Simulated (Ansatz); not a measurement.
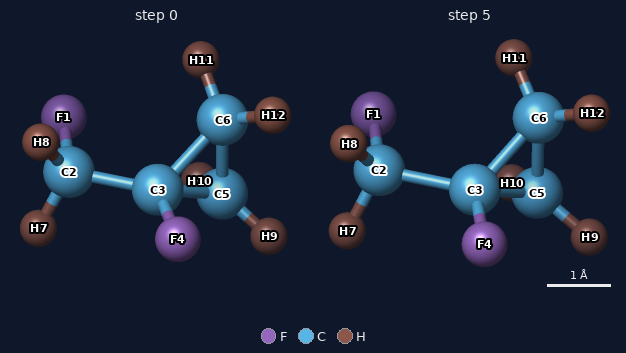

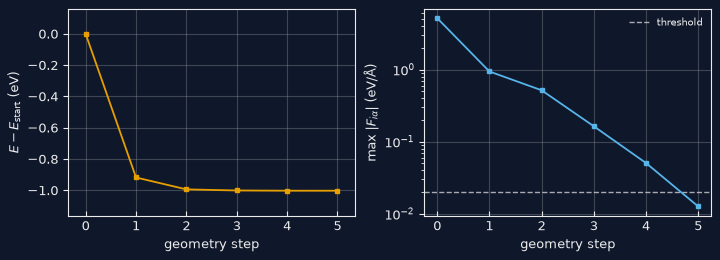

First and last geometry of a relaxation of C4H6F2, with the history of the run. Style: ball-and-stick. Shown at a tilt.

The run prepares the start of a later molecular dynamics calculation, from a guessed geometry.

These are results of RKS BLYP-D4/STO-3G in Ansatz, not measurements.

The input:
```yaml
crystal:
  periodic: [false, false, false]
  atoms:
    - { symbol: F, position_ang: [-0.9474, 1.3444, 1.0572] }
    - { symbol: C, position_ang: [-1.2688, 0.0796, 0.7697] }
    - { symbol: C, position_ang: [-0.2112, -0.5099, -0.0841] }
    - { symbol: F, position_ang: [-0.2826, -1.8397, -0.4132] }
    - { symbol: C, position_ang: [0.5209, 0.3128, -1.1334] }
    - { symbol: C, position_ang: [1.2555, -0.0777, 0.1272] }
    - { symbol: H, position_ang: [-2.1971, 0.0396, 0.251] }
    - { symbol: H, position_ang: [-1.313, -0.435, 1.7137] }
    - { symbol: H, position_ang: [0.7825, -0.1505, -2.0055] }
    - { symbol: H, position_ang: [0.2421, 1.3635, -1.1924] }
    - { symbol: H, position_ang: [1.4623, 0.6709, 0.8868] }
    - { symbol: H, position_ang: [2.0339, -0.8532, 0.057] }
basis:
  gaussian: { orbitals: STO-3G }
hamiltonian:
  xc: blyp
  dispersion: d4
relax:
  f_tol: 0.02
  max_steps: 40
scf:
  lower_state_search: "off"
```

Command:
```bash
ansatz run input.yaml --threads 1 --pin off --max-ram 2048MiB --backend cpu --events-out ev --progress --plain --runs-dir out
```

Read the history and describe the run.

Answer. It converged. Over 5 geometry steps the energy falls by 1.002 eV. The largest force component goes from 5.2 to 0.013 eV/Å. The largest move after the best rigid fit is that of F4, 0.15 Å. By element the largest moves are F 0.15 Å, H 0.13 Å, C 0.09 Å. Near-neighbour distances that change, for instance: C2–C3 1.482 → 1.607 Å, C5–H9 1.022 → 1.103 Å, F1–C2 1.336 → 1.418 Å, C2–H7 1.064 → 1.129 Å. Bond angles that change, for instance: F4–C3–C6 110.7° → 120.0°, F4–C3–C5 112.6° → 120.1°, C2–C3–F4 119.1° → 113.3°.

```tsv
step	E − E(0), eV	largest force component, eV/Å
0	0.0000	5.1652
1	-0.9176	0.9417
2	-0.9937	0.5167
3	-1.0007	0.1638
4	-1.0022	0.0507
5	-1.0023	0.0127
```

Limits of the set-up: STO-3G is a minimal basis, so the numbers are rough.
